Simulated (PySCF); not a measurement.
# COS, SMILES `O=C=S`: electronic structure

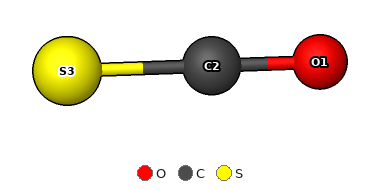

The molecule, with its atoms numbered as below. No frequency check shows the geometry to be a minimum.

Coordinates in Å:

```
O1      -1.6669   -0.0000    0.0000
C2      -0.5128    0.0000    0.0000
S3       1.0257    0.0000    0.0000
```

### 1. Bonding charge

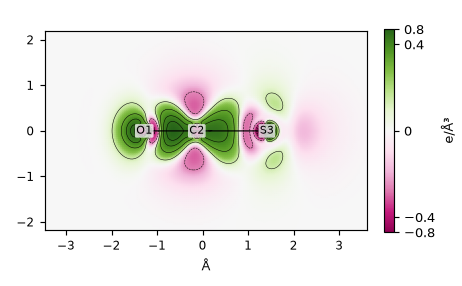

Deformation density (molecule less spherical, spin-averaged free atoms) in the molecular plane; colour scale in e/Å³, logarithmic beyond ±0.1; green: gain, pink: loss.

Computed with PySCF, PBE/def2-SVPD, geometry: GFN2-xTB.

How much density has each bond in this plane gained at its critical point, relative to the free atoms?

Answer. O1–C2: +0.70 e/Å³ at the bond critical point (bond length 1.15 Å). C2–S3: 0.00 e/Å³ at the bond critical point (bond length 1.54 Å); up to 0.6 Å beside the axis the gain reaches +0.54 e/Å³. In all, 0.6 electrons gather in the regions of gain relative to the promolecule. A small or negative value marks a very polar bond, one between electron-rich atoms, whose free-atom densities already overlap strongly, a long bond to a heavier atom, or a closed-shell contact such as a hydrogen bond.

Where do the Hirshfeld charges lie?

Answer. The highest Hirshfeld charge is on C2 (+0.15 e), the lowest on O1 (−0.12 e).

| atom | charge (e) |
| --- | --- |
| O1 | −0.12 |
| C2 | +0.15 |
| S3 | −0.02 |

### 2. Bond critical points

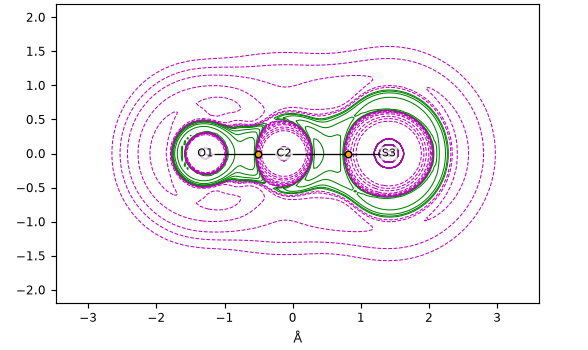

Negative Laplacian of the density (−∇²ρ) in the molecular plane (solid green lines positive, dashed magenta lines negative, contours at ±0.02 to ±8 a.u.), with bond paths and bond critical points (dots).

Sort the bonds in the plane by the sign of ∇²ρ at their critical points.

Answer. At none is it concentrated. Depleted (∇²ρ > 0): O1–C2 (+0.87 a.u., H = −0.807); C2–S3 (+0.82 a.u., H = −0.252). A positive Laplacian with clearly negative H marks a strongly polar covalent bond, whose critical point lies close to the core of the less electronegative atom.

Where along O1–C2 does the critical point lie?

Answer. 0.77 Å from O1 and 0.39 Å from C2.

### 3. Electrostatic potential

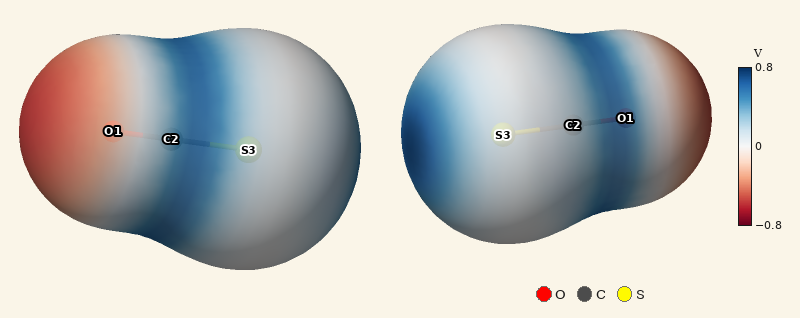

Electrostatic potential on the surface of electron density 0.001 a.u. (back view left, front view right).

Where are the extremes of the potential on the surface?

Answer. Highest: 0.76 V, 2.0 Å from S3. Further maxima include 0.60 V, off the O1–C2 bond (1.8 to 2.0 Å from its atoms), and at like points elsewhere. Lowest: −0.56 V, 1.7 Å from O1. Further minima include −0.01 V, 2.2 Å from S3, and at like points elsewhere. The surface is sampled at points, so like sites can differ by a few per cent and only the strongest of them is named.

### 4. Localised orbitals

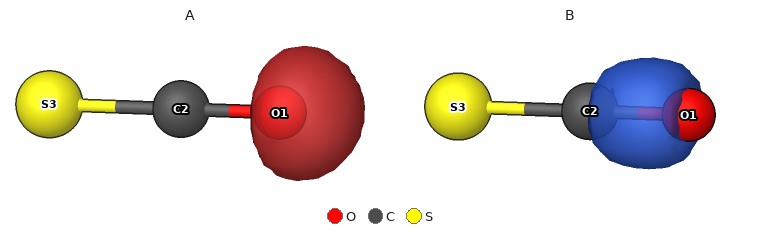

Pipek–Mezey orbitals, occupied; each surface holds about 70 % of the orbital's density. Energies are diagonal elements of the Fock matrix.

Computed with PySCF, TPSS/def2-TZVP, geometry: GFN2-xTB.

Name the orbitals, with their atomic make-up and energies.

Answer. By panel:
- A: lone pair on O1 (sp0.7-type) (O1 99 %; −15.8 eV)
- B: σ bond O1–C2 (O1 60 %, C2 40 %; −26.4 eV)

How do all the valence pairs divide up?

Answer. 8 pairs: 4 two-centre π bonds, 2 σ bonds and 2 lone pairs.

The PySCF runs shown took 6.9 s and 9.2 s on 1 thread of Intel(R) Xeon(R) Platinum 8259CL CPU @ 2.50GHz (Skylake/Cascade Lake) (shared host).
